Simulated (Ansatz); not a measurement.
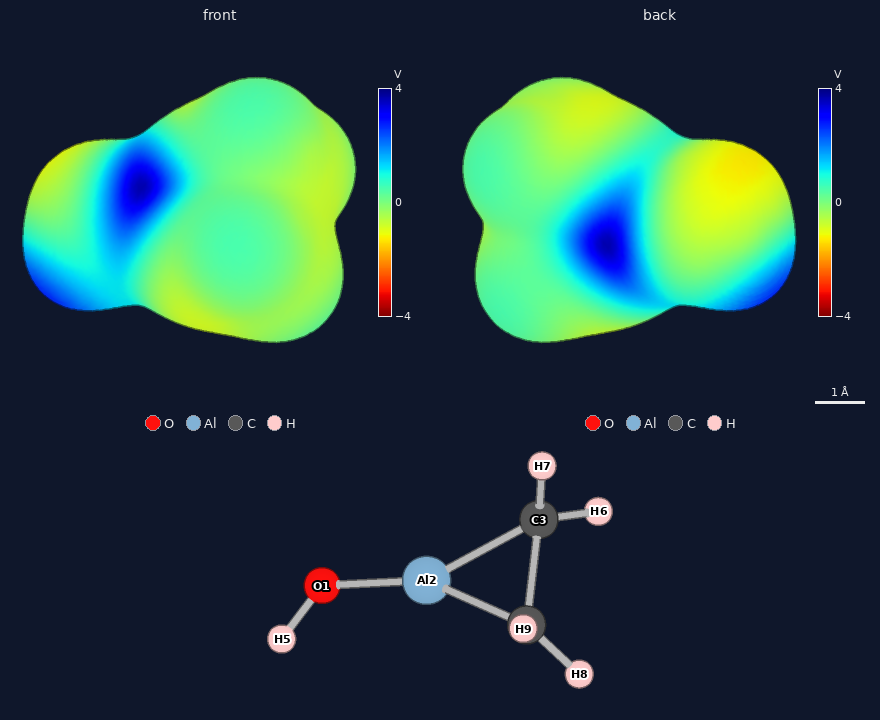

Figure. C2H5AlO (SMILES [OH][Al]1[CH2][CH2]1). The electrostatic potential painted on the density surface at 0.002 e/bohr³, seen from the front and from behind; the colour scale runs from red (negative) to blue (positive). The bare structure is drawn below in the same view.

Geometry: PBE0-D4/def2-TZVP.

All numbers below come from RKS PBE0-D4/def2-TZVPP in Ansatz 0.2.0.

The calculation's input:

```
crystal:
  periodic: [false, false, false]
  atoms:
    - {symbol: O, position_ang: [-0.446362, 1.463254, -2.087370]}
    - {symbol: Al, position_ang: [-0.117510, 0.519615, -0.728164]}
    - {symbol: C, position_ang: [1.005663, -0.111495, 0.649505]}
    - {symbol: C, position_ang: [-0.491950, -0.726277, 0.645547]}
    - {symbol: H, position_ang: [-1.289957, 1.472104, -2.536696]}
    - {symbol: H, position_ang: [1.785500, -0.854083, 0.486949]}
    - {symbol: H, position_ang: [1.237699, 0.471672, 1.539505]}
    - {symbol: H, position_ang: [-0.523985, -1.802259, 0.479122]}
    - {symbol: H, position_ang: [-1.070598, -0.478730, 1.534501]}
basis:
  gaussian: {orbitals: def2-TZVPP}
hamiltonian: {xc: pbe0, dispersion: d4}
output: {orbitals: {seedname: orbitals}}
```

Launched as:

```sh
ansatz run in.yaml --threads 2 --pin off --events-out ev --progress --plain --max-ram 4352MiB
```

> Describe the electrostatic potential map.

The most negative region (about −1.3 V, or −30 kcal/mol for a unit charge) lies over O1, the most positive (about +3.5 V, or +81 kcal/mol for a unit charge) over Al2. O1 is the likeliest acceptor of a hydrogen bond.
